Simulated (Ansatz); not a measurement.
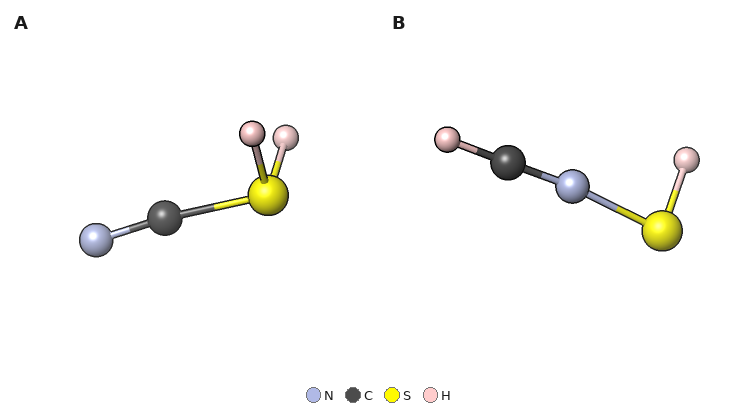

2 stationary structures of one formula. Charge +1, singlet. Geometries: PBE-D4/def2-SVP. Electronic energies: PBE-D4/def2-SVP (Ansatz 0.2.0), without zero-point energy. No frequency run is at hand to confirm each as a minimum.

Rank them by energy, lowest first.

Answer. B is lowest; A lies 0.957 eV above it (Cs).
